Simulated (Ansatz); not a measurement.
Band structure of SnO₂ (P4_2/mnm, 6 atoms in the cell).

```
SnO2
1.0
    4.74000     0.00000     0.00000
    0.00000     4.74000     0.00000
    0.00000     0.00000     3.19000
Sn O
2 4
Direct
  0.00000   0.00000   0.00000
  0.50000   0.50000   0.50000
  0.30700   0.30700   0.00000
  0.80700   0.19300   0.50000
  0.19300   0.80700   0.50000
  0.69300   0.69300   0.00000
```

Computed with PBE (plane waves, PAW; Ansatz, a first-principles code).

Settings: kpoints.mp_grid.grid = 4 4 5; hamiltonian.xc = pbe; hamiltonian.pseudopotentials = {kind: paw} (the program's default PAW files); scf.occupations.method = fermi_dirac; scf.occupations.width = 0.01 eV; kpoints.band_path.npoints = 8.

The starting cell has typed, rounded lattice constants, without a prior relaxation at this level.

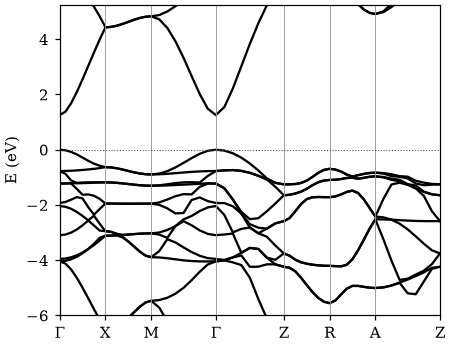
Figure: Bands along the path, energies from the top of the valence band on the path.

Read off roughly the gap and where its edges lie.

The gap along the path is about 1.3 eV (computed: 1.25 eV), direct at Γ to within 0.01 eV.

Levels in eV from the top of the valence band on the path, bands 23 to 30:
| point | 23 | 24 | 25 | 26 | 27 | 28 | 29 | 30 |
|---|---|---|---|---|---|---|---|---|
| Γ | -1.23 | -0.77 | -0.77 | 0.00 | 1.25 | 6.15 | 6.35 | 6.35 |
| X | -1.18 | -1.18 | -0.63 | -0.63 | 4.43 | 4.43 | 7.10 | 7.10 |
| M | -1.30 | -1.30 | -0.90 | -0.90 | 4.83 | 4.83 | 7.52 | 7.52 |
| Z | -1.65 | -1.65 | -1.25 | -1.25 | 6.21 | 6.21 | 9.78 | 9.78 |
| R | -1.10 | -1.10 | -0.69 | -0.69 | 6.49 | 6.49 | 8.07 | 8.07 |
| A | -0.97 | -0.97 | -0.83 | -0.83 | 4.91 | 4.91 | 8.89 | 8.89 |

Keys are those of Ansatz 0.2.
